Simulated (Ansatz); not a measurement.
Cl₂F₃HW···HCl

The calculation's input:

```
crystal:
  periodic: [false, false, false]
  atoms:
    - { symbol: W, position_ang: [-0.045407, 0.160893, -0.35815] }
    - { symbol: H, position_ang: [-0.282255, 0.308604, 1.323682] }
    - { symbol: F, position_ang: [1.550266, 0.573151, -1.180299] }
    - { symbol: Cl, position_ang: [-0.228412, 2.428979, -0.201707] }
    - { symbol: F, position_ang: [-1.893905, 0.205531, -0.207929] }
    - { symbol: F, position_ang: [0.84294, -1.262841, 0.411634] }
    - { symbol: Cl, position_ang: [-0.593372, -1.250521, -2.091551] }
    - { symbol: Cl, position_ang: [2.177599, 1.163286, 2.276892] }
    - { symbol: H, position_ang: [0.953644, 0.797516, 2.631529] }
basis:
  gaussian: { orbitals: def2-SVP }
hamiltonian:
  xc: { name: BHLYP }
  dispersion: d4
relax:
  f_tol: 0.03
  max_steps: 50
output:
  orbitals: {}
```

Launched as:

```sh
ansatz run input.yaml --threads 4 --pin off --max-ram 5120MiB --backend cpu --events-out ev --progress --plain --runs-dir out
```

The fields are those of the run's last geometry, not of the input's.

Core potentials replace the inner electrons of W.

All numbers below come from RKS BHLYP-D4/def2-SVP (Ansatz).

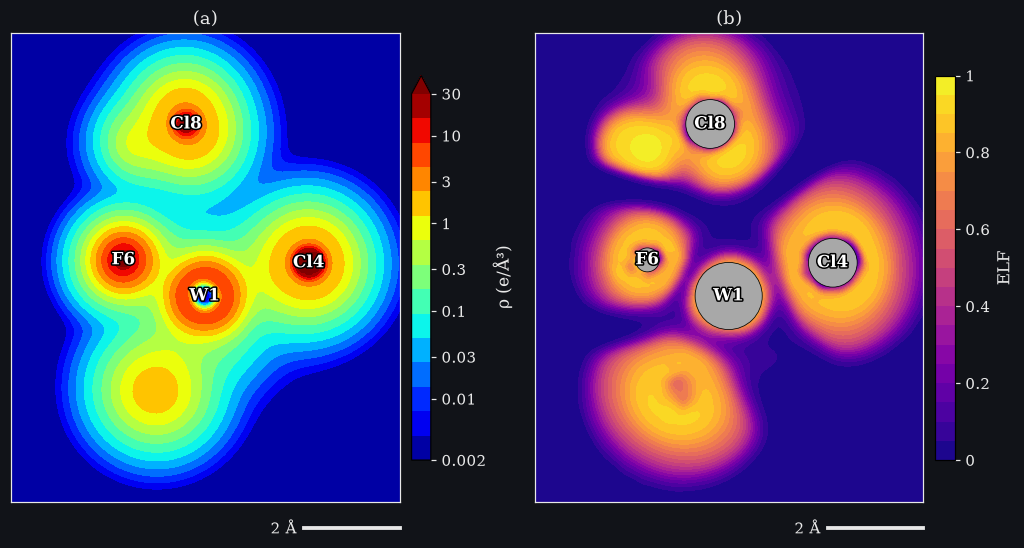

Figure 1. (a) electron density; (b) ELF on the plane of atoms Cl4, W1 and F6. Grey discs cover the atomic cores in the ELF map.

Question: Interpret the plot.

Answer:
- The plane passes through W, Cl and F nuclei.
- W1···Cl8 (3.62 Å): the density falls to about 0.05 e/Å³ on the way; the ELF dips to about 0 between them.
- W–F (1.86 Å): ρ at the midpoint is about 1.1 e/Å³; the ELF peaks at about 0.80 in the valence shell of F, 0.5 Å from its nucleus, and drops to about 0.25 between the two atoms.
- W–Cl (2.28 Å): the density is about 0.75 e/Å³ at the midpoint; the ELF peaks at about 0.85 in the valence shell of Cl, 0.9 Å from its nucleus, and is about 0.45 at the midpoint.
- The ELF also peaks beside Cl8, away from the bonds: lone-pair regions.

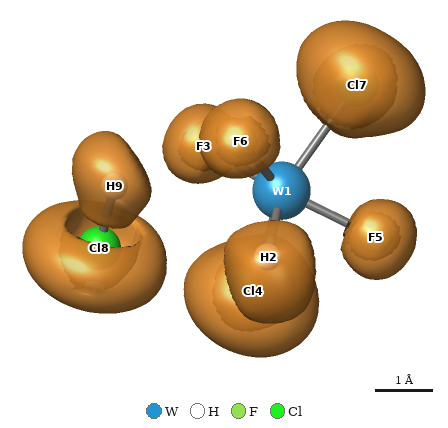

Figure 2. Isosurface of the ELF at 0.8 (orange), seen at a tilt. Core shells and regions of very low density are left out.

Question: Describe the localisation domains.

Answer: The surface consists of two regions around hydrogen nuclei, one ring or bowl of non-bonding electrons around Cl, two regions wrapped around Cl (the valence shell of each) and three regions wrapped around F (the valence shell of each). Profiles from the grid: W–F (1.85 Å): the ELF peaks at about 0.85 in the valence shell of F, 0.5 Å from its nucleus, and drops to about 0.25 between the two atoms.

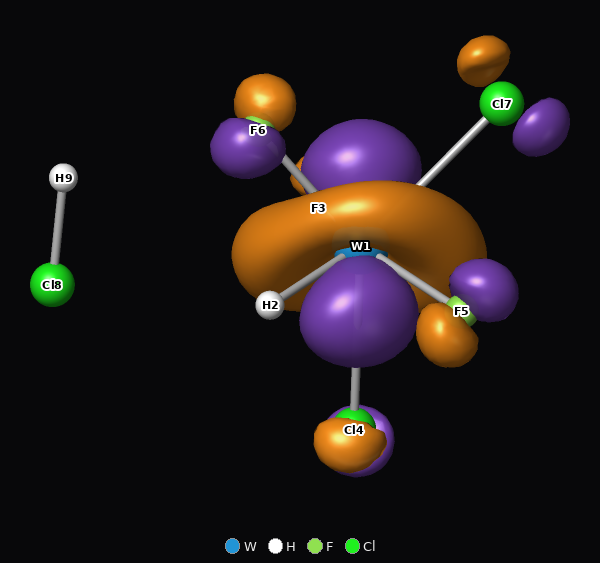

Figure 3. The LUMO at ±0.15 Å⁻³ᐟ² (orange and purple are the two phases), seen across its widest extent.

Question: What is the character of this orbital?

Answer: Its weight (Hirshfeld) is mainly on W1 (about 70 %), Cl4 (about 5 %) and Cl7 (about 5 %). Its energy is −3.70 eV.
